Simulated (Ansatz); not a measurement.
**Si$_{2}$H$_{3}$Cl$_{3}$O: molecular dynamics (part 1 of 5)**

- system: Si$_{2}$H$_{3}$Cl$_{3}$O
- method: RKS r2SCAN-D4/6-31G (Ansatz 0.2.0)

It belongs to a series of runs on one base structure; here: dynamics from the start. Figures and captions count atoms from 1; the log counts them from 0 in places.

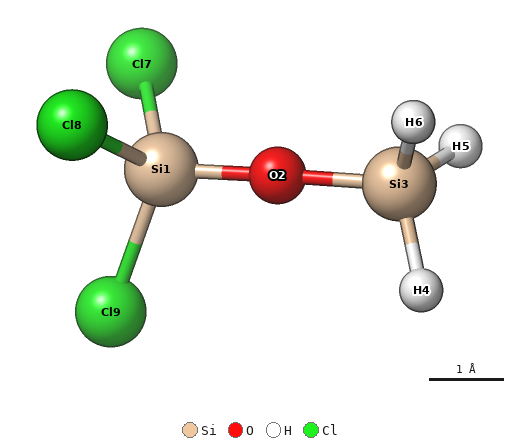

Fig. 1: The input geometry (ball-and-stick view, seen at a tilt; atoms are numbered from 1 in the order of the input). Bond lengths as drawn: Cl–Si 2.16 Å, H–Si 1.50 Å and O–Si 1.63 to 1.72 Å.

## Summary

```csv
quantity,value
outcome,finished
mean temperature over the second half,800 K
trajectory,"383 steps, 191.5 fs"
ensemble,nve
temperature in the input,1500.0 K
time step,0.5 fs
potential energy (last step),−55412.6980 eV
mean-field energy (last step),−55412.6114 eV
largest force (length of the vector) (last step),1.282 eV/Å
hardware,"2 threads of Arm Neoverse V2, 24 GiB of memory available, shared host"
wall time,32 min (CPU time 63 min)
peak memory,0.16 GiB
```

So short a trajectory is not equilibrated.

## Input file
```yaml
crystal:
  periodic: [false, false, false]
  atoms:
    - { symbol: Si, position_ang: [-0.085109, -0.034601, -0.212545] }
    - { symbol: O, position_ang: [-0.722545, -0.218343, 1.280509] }
    - { symbol: Si, position_ang: [-1.41489, -0.427357, 2.836038] }
    - { symbol: H, position_ang: [-2.586237, -1.34899, 2.69372] }
    - { symbol: H, position_ang: [-0.366298, -1.019272, 3.725639] }
    - { symbol: H, position_ang: [-1.844142, 0.919883, 3.327992] }
    - { symbol: Cl, position_ang: [2.067015, 0.0223, -0.104387] }
    - { symbol: Cl, position_ang: [-0.779483, 1.803064, -1.100592] }
    - { symbol: Cl, position_ang: [-0.669112, -1.677384, -1.481273] }
basis:
  gaussian: { orbitals: "6-31G" }
hamiltonian:
  xc: r2scan
  dispersion: d4
md:
  timestep: 0.5
  n_steps: 383
  ensemble: nve
  temperature: 1500.0
  initial_velocities: maxwell_boltzmann
  seed: 761136
```

Launch command:
```bash
ansatz run input.yaml --threads 2 --pin off --max-ram 3072MiB --backend cpu --events-out ev --progress --plain --runs-dir out
```

## What the program printed
```
Engine: ansatz 0.2.0, aarch64-unknown-linux-gnu
Functional definition: r2SCAN
  parameter k0 = 0.174
  parameter k1 = 0.065
  parameter a1 = 4.9479
  exchange = r2scan_x(k0 = k0, k1 = k1, a1 = a1)
  correlation = r2scan_c
937 factors; integrals over basis functions are off by at most 1.6e-4 eV
mean field evaluation 1: about -55407.2529 eV, gradient 5.5e1 eV
mean field evaluation 2: about -55377.5330 eV, gradient 1.3e2 eV
mean field evaluation 4: about -55412.9315 eV, gradient 8.4e0 eV
mean field evaluation 8: about -55413.1496 eV, gradient 4.4e-2 eV
mean field -55413.14955578 eV, -2036.3956857930 hartree, gradient 4.6e-5 eV, S^2 0.000000; 0 other end points of the search recorded, 0 dependent functions left out
the calculation of the forces begins
reference -55413.14956696 eV, -2036.3956862041 hartree; 45, 45 occupied and 35, 35 virtual orbitals, 937 factors
md step     0: t =     0.00 fs  T =  1500.0 K  F+E_penalty+E_count = -55413.23458240 eV  E_kin = 1.357230 eV  conserved = -55411.87735241 eV  (24 SCF iters)
these checks for a lower state are left out or cut short: starts, cluster_reference, orbital_swaps, neighbouring_geometries, increment
937 factors; integrals over basis functions are off by at most 1.6e-4 eV
mean field evaluation 16: about -55413.1453 eV, gradient 2.9e-3 eV
mean field -55413.13798485 eV, -2036.3952605693 hartree, gradient 2.1e-5 eV, S^2 0.000000; 0 other end points of the search recorded, 0 dependent functions left out
the calculation of the forces begins
reference -55413.13799604 eV, -2036.3952609805 hartree; 45, 45 occupied and 35, 35 virtual orbitals, 937 factors
md step     1: t =     0.50 fs  T =  1487.3 K  F+E_penalty+E_count = -55413.22300585 eV  E_kin = 1.345710 eV  conserved = -55411.87729559 eV  (28 SCF iters, 3 dispersion substeps)
[... from here on the SCF iterations and repeated set-up lines of each step are left out, up to the last step ...]
md step     2: t =     1.00 fs  T =  1450.6 K  F+E_penalty+E_count = -55413.18950574 eV  E_kin = 1.312492 eV  conserved = -55411.87701415 eV  (28 SCF iters, 3 dispersion substeps)
md step     3: t =     1.50 fs  T =  1394.9 K  F+E_penalty+E_count = -55413.13863936 eV  E_kin = 1.262094 eV  conserved = -55411.87654535 eV  (28 SCF iters, 3 dispersion substeps)
md step     4: t =     2.00 fs  T =  1328.2 K  F+E_penalty+E_count = -55413.07779394 eV  E_kin = 1.201810 eV  conserved = -55411.87598400 eV  (28 SCF iters, 3 dispersion substeps)
md step     5: t =     2.50 fs  T =  1260.2 K  F+E_penalty+E_count = -55413.01571670 eV  E_kin = 1.140254 eV  conserved = -55411.87546262 eV  (28 SCF iters, 3 dispersion substeps)
md step     6: t =     3.00 fs  T =  1199.6 K  F+E_penalty+E_count = -55412.96049736 eV  E_kin = 1.085386 eV  conserved = -55411.87511164 eV  (23 SCF iters, 3 dispersion substeps)
md step     7: t =     3.50 fs  T =  1152.3 K  F+E_penalty+E_count = -55412.91762441 eV  E_kin = 1.042621 eV  conserved = -55411.87500309 eV  (23 SCF iters, 3 dispersion substeps)
md step     8: t =     4.00 fs  T =  1120.4 K  F+E_penalty+E_count = -55412.88888404 eV  E_kin = 1.013761 eV  conserved = -55411.87512325 eV  (23 SCF iters, 3 dispersion substeps)
md step     9: t =     4.50 fs  T =  1102.0 K  F+E_penalty+E_count = -55412.87252864 eV  E_kin = 0.997142 eV  conserved = -55411.87538661 eV  (23 SCF iters, 3 dispersion substeps)
md step    10: t =     5.00 fs  T =  1092.8 K  F+E_penalty+E_count = -55412.86451654 eV  E_kin = 0.988832 eV  conserved = -55411.87568486 eV  (28 SCF iters, 3 dispersion substeps)
md step    11: t =     5.50 fs  T =  1087.7 K  F+E_penalty+E_count = -55412.86013439 eV  E_kin = 0.984203 eV  conserved = -55411.87593095 eV  (28 SCF iters, 3 dispersion substeps)
md step    12: t =     6.00 fs  T =  1082.2 K  F+E_penalty+E_count = -55412.85532447 eV  E_kin = 0.979238 eV  conserved = -55411.87608640 eV  (28 SCF iters, 3 dispersion substeps)
md step    13: t =     6.50 fs  T =  1073.4 K  F+E_penalty+E_count = -55412.84734388 eV  E_kin = 0.971191 eV  conserved = -55411.87615303 eV  (28 SCF iters, 3 dispersion substeps)
md step    14: t =     7.00 fs  T =  1059.5 K  F+E_penalty+E_count = -55412.83480546 eV  E_kin = 0.958650 eV  conserved = -55411.87615514 eV  (28 SCF iters, 3 dispersion substeps)
md step    15: t =     7.50 fs  T =  1040.3 K  F+E_penalty+E_count = -55412.81736803 eV  E_kin = 0.941249 eV  conserved = -55411.87611924 eV  (28 SCF iters, 3 dispersion substeps)
md step    16: t =     8.00 fs  T =  1016.0 K  F+E_penalty+E_count = -55412.79536920 eV  E_kin = 0.919309 eV  conserved = -55411.87606025 eV  (28 SCF iters, 3 dispersion substeps)
md step    17: t =     8.50 fs  T =   987.6 K  F+E_penalty+E_count = -55412.76959548 eV  E_kin = 0.893614 eV  conserved = -55411.87598117 eV  (27 SCF iters, 3 dispersion substeps)
md step    18: t =     9.00 fs  T =   956.4 K  F+E_penalty+E_count = -55412.74123907 eV  E_kin = 0.865365 eV  conserved = -55411.87587404 eV  (25 SCF iters, 3 dispersion substeps)
md step    19: t =     9.50 fs  T =   924.2 K  F+E_penalty+E_count = -55412.71200323 eV  E_kin = 0.836275 eV  conserved = -55411.87572780 eV  (28 SCF iters, 3 dispersion substeps)
md step    20: t =    10.00 fs  T =   893.8 K  F+E_penalty+E_count = -55412.68423669 eV  E_kin = 0.808698 eV  conserved = -55411.87553889 eV  (28 SCF iters, 3 dispersion substeps)
md step    21: t =    10.50 fs  T =   868.3 K  F+E_penalty+E_count = -55412.66095077 eV  E_kin = 0.785630 eV  conserved = -55411.87532033 eV  (28 SCF iters, 3 dispersion substeps)
md step    22: t =    11.00 fs  T =   851.5 K  F+E_penalty+E_count = -55412.64558964 eV  E_kin = 0.770484 eV  conserved = -55411.87510574 eV  (23 SCF iters, 3 dispersion substeps)
md step    23: t =    11.50 fs  T =   847.2 K  F+E_penalty+E_count = -55412.64149889 eV  E_kin = 0.766555 eV  conserved = -55411.87494408 eV  (23 SCF iters, 3 dispersion substeps)
md step    24: t =    12.00 fs  T =   857.9 K  F+E_penalty+E_count = -55412.65117087 eV  E_kin = 0.776284 eV  conserved = -55411.87488732 eV  (23 SCF iters, 3 dispersion substeps)
md step    25: t =    12.50 fs  T =   884.7 K  F+E_penalty+E_count = -55412.67545989 eV  E_kin = 0.800487 eV  conserved = -55411.87497248 eV  (23 SCF iters, 3 dispersion substeps)
md step    26: t =    13.00 fs  T =   926.0 K  F+E_penalty+E_count = -55412.71302784 eV  E_kin = 0.837821 eV  conserved = -55411.87520700 eV  (28 SCF iters, 3 dispersion substeps)
md step    27: t =    13.50 fs  T =   977.7 K  F+E_penalty+E_count = -55412.76024044 eV  E_kin = 0.884677 eV  conserved = -55411.87556391 eV  (28 SCF iters, 3 dispersion substeps)
md step    28: t =    14.00 fs  T =  1034.0 K  F+E_penalty+E_count = -55412.81159262 eV  E_kin = 0.935605 eV  conserved = -55411.87598774 eV  (28 SCF iters, 3 dispersion substeps)
md step    29: t =    14.50 fs  T =  1087.7 K  F+E_penalty+E_count = -55412.86057565 eV  E_kin = 0.984170 eV  conserved = -55411.87640587 eV  (28 SCF iters, 3 dispersion substeps)
md step    30: t =    15.00 fs  T =  1131.8 K  F+E_penalty+E_count = -55412.90079096 eV  E_kin = 1.024046 eV  conserved = -55411.87674478 eV  (28 SCF iters, 3 dispersion substeps)
md step    31: t =    15.50 fs  T =  1160.6 K  F+E_penalty+E_count = -55412.92708454 eV  E_kin = 1.050143 eV  conserved = -55411.87694199 eV  (28 SCF iters, 3 dispersion substeps)
md step    32: t =    16.00 fs  T =  1171.0 K  F+E_penalty+E_count = -55412.93651244 eV  E_kin = 1.059556 eV  conserved = -55411.87695630 eV  (28 SCF iters, 3 dispersion substeps)
md step    33: t =    16.50 fs  T =  1162.9 K  F+E_penalty+E_count = -55412.92898763 eV  E_kin = 1.052218 eV  conserved = -55411.87676962 eV  (28 SCF iters, 3 dispersion substeps)
md step    34: t =    17.00 fs  T =  1139.6 K  F+E_penalty+E_count = -55412.90749801 eV  E_kin = 1.031089 eV  conserved = -55411.87640900 eV  (28 SCF iters, 3 dispersion substeps)
md step    35: t =    17.50 fs  T =  1107.1 K  F+E_penalty+E_count = -55412.87766503 eV  E_kin = 1.001716 eV  conserved = -55411.87594857 eV  (28 SCF iters, 3 dispersion substeps)
md step    36: t =    18.00 fs  T =  1073.2 K  F+E_penalty+E_count = -55412.84658532 eV  E_kin = 0.971084 eV  conserved = -55411.87550100 eV  (29 SCF iters, 3 dispersion substeps)
md step    37: t =    18.50 fs  T =  1045.4 K  F+E_penalty+E_count = -55412.82112345 eV  E_kin = 0.945936 eV  conserved = -55411.87518701 eV  (28 SCF iters, 3 dispersion substeps)
md step    38: t =    19.00 fs  T =  1029.0 K  F+E_penalty+E_count = -55412.80611508 eV  E_kin = 0.931028 eV  conserved = -55411.87508724 eV  (23 SCF iters, 3 dispersion substeps)
md step    39: t =    19.50 fs  T =  1025.6 K  F+E_penalty+E_count = -55412.80316644 eV  E_kin = 0.927957 eV  conserved = -55411.87520919 eV  (22 SCF iters, 3 dispersion substeps)
md step    40: t =    20.00 fs  T =  1033.4 K  F+E_penalty+E_count = -55412.81054084 eV  E_kin = 0.935054 eV  conserved = -55411.87548649 eV  (23 SCF iters, 3 dispersion substeps)
md step    41: t =    20.50 fs  T =  1048.1 K  F+E_penalty+E_count = -55412.82411646 eV  E_kin = 0.948300 eV  conserved = -55411.87581647 eV  (29 SCF iters, 3 dispersion substeps)
md step    42: t =    21.00 fs  T =  1064.1 K  F+E_penalty+E_count = -55412.83888652 eV  E_kin = 0.962778 eV  conserved = -55411.87610891 eV  (29 SCF iters, 3 dispersion substeps)
md step    43: t =    21.50 fs  T =  1076.5 K  F+E_penalty+E_count = -55412.85031823 eV  E_kin = 0.974006 eV  conserved = -55411.87631239 eV  (29 SCF iters, 3 dispersion substeps)
md step    44: t =    22.00 fs  T =  1081.7 K  F+E_penalty+E_count = -55412.85516470 eV  E_kin = 0.978749 eV  conserved = -55411.87641555 eV  (29 SCF iters, 3 dispersion substeps)
md step    45: t =    22.50 fs  T =  1077.8 K  F+E_penalty+E_count = -55412.85166656 eV  E_kin = 0.975227 eV  conserved = -55411.87643912 eV  (29 SCF iters, 3 dispersion substeps)
md step    46: t =    23.00 fs  T =  1064.2 K  F+E_penalty+E_count = -55412.83931583 eV  E_kin = 0.962911 eV  conserved = -55411.87640478 eV  (29 SCF iters, 3 dispersion substeps)
md step    47: t =    23.50 fs  T =  1041.3 K  F+E_penalty+E_count = -55412.81853057 eV  E_kin = 0.942199 eV  conserved = -55411.87633143 eV  (29 SCF iters, 3 dispersion substeps)
md step    48: t =    24.00 fs  T =  1010.3 K  F+E_penalty+E_count = -55412.79039763 eV  E_kin = 0.914174 eV  conserved = -55411.87622405 eV  (29 SCF iters, 3 dispersion substeps)
md step    49: t =    24.50 fs  T =   973.1 K  F+E_penalty+E_count = -55412.75658926 eV  E_kin = 0.880510 eV  conserved = -55411.87607918 eV  (29 SCF iters, 3 dispersion substeps)
md step    50: t =    25.00 fs  T =   932.3 K  F+E_penalty+E_count = -55412.71941278 eV  E_kin = 0.843524 eV  conserved = -55411.87588903 eV  (28 SCF iters, 3 dispersion substeps)
md step    51: t =    25.50 fs  T =   891.0 K  F+E_penalty+E_count = -55412.68188052 eV  E_kin = 0.806224 eV  conserved = -55411.87565688 eV  (29 SCF iters, 3 dispersion substeps)
md step    52: t =    26.00 fs  T =   853.5 K  F+E_penalty+E_count = -55412.64763822 eV  E_kin = 0.772237 eV  conserved = -55411.87540143 eV  (29 SCF iters, 3 dispersion substeps)
md step    53: t =    26.50 fs  T =   823.9 K  F+E_penalty+E_count = -55412.62064897 eV  E_kin = 0.745485 eV  conserved = -55411.87516353 eV  (23 SCF iters, 3 dispersion substeps)
md step    54: t =    27.00 fs  T =   806.3 K  F+E_penalty+E_count = -55412.60456801 eV  E_kin = 0.729571 eV  conserved = -55411.87499675 eV  (23 SCF iters, 3 dispersion substeps)
md step    55: t =    27.50 fs  T =   803.4 K  F+E_penalty+E_count = -55412.60191972 eV  E_kin = 0.726966 eV  conserved = -55411.87495362 eV  (23 SCF iters, 3 dispersion substeps)
md step    56: t =    28.00 fs  T =   815.9 K  F+E_penalty+E_count = -55412.61330000 eV  E_kin = 0.738231 eV  conserved = -55411.87506870 eV  (23 SCF iters, 3 dispersion substeps)
md step    57: t =    28.50 fs  T =   841.6 K  F+E_penalty+E_count = -55412.63687233 eV  E_kin = 0.761529 eV  conserved = -55411.87534293 eV  (23 SCF iters, 3 dispersion substeps)
md step    58: t =    29.00 fs  T =   876.0 K  F+E_penalty+E_count = -55412.66837096 eV  E_kin = 0.792630 eV  conserved = -55411.87574093 eV  (28 SCF iters, 3 dispersion substeps)
md step    59: t =    29.50 fs  T =   912.3 K  F+E_penalty+E_count = -55412.70166288 eV  E_kin = 0.825465 eV  conserved = -55411.87619805 eV  (28 SCF iters, 3 dispersion substeps)
md step    60: t =    30.00 fs  T =   942.9 K  F+E_penalty+E_count = -55412.72975954 eV  E_kin = 0.853125 eV  conserved = -55411.87663468 eV  (28 SCF iters, 3 dispersion substeps)
md step    61: t =    30.50 fs  T =   960.5 K  F+E_penalty+E_count = -55412.74606519 eV  E_kin = 0.869098 eV  conserved = -55411.87696711 eV  (28 SCF iters, 3 dispersion substeps)
md step    62: t =    31.00 fs  T =   959.9 K  F+E_penalty+E_count = -55412.74566296 eV  E_kin = 0.868539 eV  conserved = -55411.87712373 eV  (28 SCF iters, 3 dispersion substeps)
md step    63: t =    31.50 fs  T =   938.7 K  F+E_penalty+E_count = -55412.72643327 eV  E_kin = 0.849381 eV  conserved = -55411.87705274 eV  (28 SCF iters, 3 dispersion substeps)
md step    64: t =    32.00 fs  T =   898.6 K  F+E_penalty+E_count = -55412.68984050 eV  E_kin = 0.813105 eV  conserved = -55411.87673545 eV  (28 SCF iters, 3 dispersion substeps)
md step    65: t =    32.50 fs  T =   845.4 K  F+E_penalty+E_count = -55412.64112871 eV  E_kin = 0.764912 eV  conserved = -55411.87621676 eV  (28 SCF iters, 3 dispersion substeps)
md step    66: t =    33.00 fs  T =   788.0 K  F+E_penalty+E_count = -55412.58857793 eV  E_kin = 0.712970 eV  conserved = -55411.87560802 eV  (28 SCF iters, 3 dispersion substeps)
md step    67: t =    33.50 fs  T =   736.8 K  F+E_penalty+E_count = -55412.54174101 eV  E_kin = 0.666667 eV  conserved = -55411.87507378 eV  (28 SCF iters, 3 dispersion substeps)
md step    68: t =    34.00 fs  T =   700.9 K  F+E_penalty+E_count = -55412.50894186 eV  E_kin = 0.634171 eV  conserved = -55411.87477128 eV  (22 SCF iters, 3 dispersion substeps)
md step    69: t =    34.50 fs  T =   685.4 K  F+E_penalty+E_count = -55412.49490424 eV  E_kin = 0.620123 eV  conserved = -55411.87478158 eV  (23 SCF iters, 3 dispersion substeps)
md step    70: t =    35.00 fs  T =   690.2 K  F+E_penalty+E_count = -55412.49954391 eV  E_kin = 0.624475 eV  conserved = -55411.87506922 eV  (23 SCF iters, 3 dispersion substeps)
md step    71: t =    35.50 fs  T =   710.6 K  F+E_penalty+E_count = -55412.51847468 eV  E_kin = 0.642968 eV  conserved = -55411.87550679 eV  (23 SCF iters, 3 dispersion substeps)
md step    72: t =    36.00 fs  T =   739.3 K  F+E_penalty+E_count = -55412.54488272 eV  E_kin = 0.668939 eV  conserved = -55411.87594422 eV  (28 SCF iters, 3 dispersion substeps)
md step    73: t =    36.50 fs  T =   768.7 K  F+E_penalty+E_count = -55412.57177329 eV  E_kin = 0.695497 eV  conserved = -55411.87627659 eV  (27 SCF iters, 3 dispersion substeps)
md step    74: t =    37.00 fs  T =   792.6 K  F+E_penalty+E_count = -55412.59361595 eV  E_kin = 0.717153 eV  conserved = -55411.87646280 eV  (28 SCF iters, 3 dispersion substeps)
md step    75: t =    37.50 fs  T =   807.4 K  F+E_penalty+E_count = -55412.60704410 eV  E_kin = 0.730527 eV  conserved = -55411.87651688 eV  (28 SCF iters, 3 dispersion substeps)
md step    76: t =    38.00 fs  T =   811.5 K  F+E_penalty+E_count = -55412.61072831 eV  E_kin = 0.734247 eV  conserved = -55411.87648162 eV  (28 SCF iters, 3 dispersion substeps)
md step    77: t =    38.50 fs  T =   805.0 K  F+E_penalty+E_count = -55412.60481114 eV  E_kin = 0.728418 eV  conserved = -55411.87639336 eV  (28 SCF iters, 3 dispersion substeps)
md step    78: t =    39.00 fs  T =   789.2 K  F+E_penalty+E_count = -55412.59035289 eV  E_kin = 0.714075 eV  conserved = -55411.87627836 eV  (28 SCF iters, 3 dispersion substeps)
md step    79: t =    39.50 fs  T =   765.7 K  F+E_penalty+E_count = -55412.56895452 eV  E_kin = 0.692812 eV  conserved = -55411.87614259 eV  (28 SCF iters, 3 dispersion substeps)
md step    80: t =    40.00 fs  T =   736.8 K  F+E_penalty+E_count = -55412.54263642 eV  E_kin = 0.666655 eV  conserved = -55411.87598118 eV  (27 SCF iters, 3 dispersion substeps)
md step    81: t =    40.50 fs  T =   705.2 K  F+E_penalty+E_count = -55412.51389245 eV  E_kin = 0.638108 eV  conserved = -55411.87578485 eV  (29 SCF iters, 3 dispersion substeps)
md step    82: t =    41.00 fs  T =   674.4 K  F+E_penalty+E_count = -55412.48578432 eV  E_kin = 0.610230 eV  conserved = -55411.87555450 eV  (29 SCF iters, 3 dispersion substeps)
md step    83: t =    41.50 fs  T =   648.3 K  F+E_penalty+E_count = -55412.46189556 eV  E_kin = 0.586588 eV  conserved = -55411.87530799 eV  (29 SCF iters, 3 dispersion substeps)
md step    84: t =    42.00 fs  T =   631.0 K  F+E_penalty+E_count = -55412.44603248 eV  E_kin = 0.570949 eV  conserved = -55411.87508302 eV  (23 SCF iters, 3 dispersion substeps)
md step    85: t =    42.50 fs  T =   626.3 K  F+E_penalty+E_count = -55412.44163913 eV  E_kin = 0.566710 eV  conserved = -55411.87492870 eV  (23 SCF iters, 3 dispersion substeps)
md step    86: t =    43.00 fs  T =   636.7 K  F+E_penalty+E_count = -55412.45103527 eV  E_kin = 0.576141 eV  conserved = -55411.87489443 eV  (23 SCF iters, 3 dispersion substeps)
md step    87: t =    43.50 fs  T =   662.8 K  F+E_penalty+E_count = -55412.47468185 eV  E_kin = 0.599671 eV  conserved = -55411.87501076 eV  (23 SCF iters, 3 dispersion substeps)
md step    88: t =    44.00 fs  T =   702.3 K  F+E_penalty+E_count = -55412.51073638 eV  E_kin = 0.635459 eV  conserved = -55411.87527734 eV  (29 SCF iters, 3 dispersion substeps)
md step    89: t =    44.50 fs  T =   750.9 K  F+E_penalty+E_count = -55412.55508090 eV  E_kin = 0.679421 eV  conserved = -55411.87566003 eV  (29 SCF iters, 3 dispersion substeps)
md step    90: t =    45.00 fs  T =   802.1 K  F+E_penalty+E_count = -55412.60185630 eV  E_kin = 0.725755 eV  conserved = -55411.87610137 eV  (29 SCF iters, 3 dispersion substeps)
md step    91: t =    45.50 fs  T =   848.6 K  F+E_penalty+E_count = -55412.64437618 eV  E_kin = 0.767846 eV  conserved = -55411.87653022 eV  (29 SCF iters, 3 dispersion substeps)
md step    92: t =    46.00 fs  T =   883.5 K  F+E_penalty+E_count = -55412.67624544 eV  E_kin = 0.799373 eV  conserved = -55411.87687254 eV  (29 SCF iters, 3 dispersion substeps)
md step    93: t =    46.50 fs  T =   901.2 K  F+E_penalty+E_count = -55412.69249990 eV  E_kin = 0.815434 eV  conserved = -55411.87706564 eV  (29 SCF iters, 3 dispersion substeps)
md step    94: t =    47.00 fs  T =   899.1 K  F+E_penalty+E_count = -55412.69060570 eV  E_kin = 0.813550 eV  conserved = -55411.87705556 eV  (29 SCF iters, 3 dispersion substeps)
md step    95: t =    47.50 fs  T =   878.0 K  F+E_penalty+E_count = -55412.67124663 eV  E_kin = 0.794429 eV  conserved = -55411.87681773 eV  (29 SCF iters, 3 dispersion substeps)
md step    96: t =    48.00 fs  T =   842.5 K  F+E_penalty+E_count = -55412.63864274 eV  E_kin = 0.762267 eV  conserved = -55411.87637539 eV  (29 SCF iters, 3 dispersion substeps)
md step    97: t =    48.50 fs  T =   800.5 K  F+E_penalty+E_count = -55412.60011291 eV  E_kin = 0.724301 eV  conserved = -55411.87581189 eV  (29 SCF iters, 3 dispersion substeps)
md step    98: t =    49.00 fs  T =   762.0 K  F+E_penalty+E_count = -55412.56470537 eV  E_kin = 0.689434 eV  conserved = -55411.87527150 eV  (29 SCF iters, 3 dispersion substeps)
md step    99: t =    49.50 fs  T =   736.1 K  F+E_penalty+E_count = -55412.54096244 eV  E_kin = 0.666045 eV  conserved = -55411.87491697 eV  (29 SCF iters, 3 dispersion substeps)
md step   100: t =    50.00 fs  T =   729.0 K  F+E_penalty+E_count = -55412.53447670 eV  E_kin = 0.659621 eV  conserved = -55411.87485551 eV  (28 SCF iters, 3 dispersion substeps)
md step   101: t =    50.50 fs  T =   741.8 K  F+E_penalty+E_count = -55412.54628017 eV  E_kin = 0.671191 eV  conserved = -55411.87508940 eV  (23 SCF iters, 3 dispersion substeps)
```
